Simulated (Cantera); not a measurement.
Feed: 1 mol Si₃N₄, 5.7 mol Cl₂, 89 mol N₂, equilibrated at 20000 Pa.

Equilibrium computed with Cantera from the NASA thermochemical tables; the gas is ideal and each condensed phase is pure. Candidate condensed phases: Si, Si₃N₄; 13 gas species. The tables' values for SiCl₃ are old estimates; treat these amounts as uncertain. Kinetics and transport are ignored.

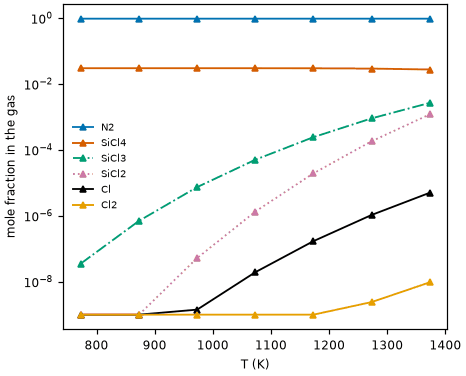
Figure. Equilibrium gas composition (values under 1e-9 drawn at 1e-9)

From 773 K to 1373 K the condensed part is Si₃N₄(s). The main Si-bearing gas is SiCl₄ throughout.
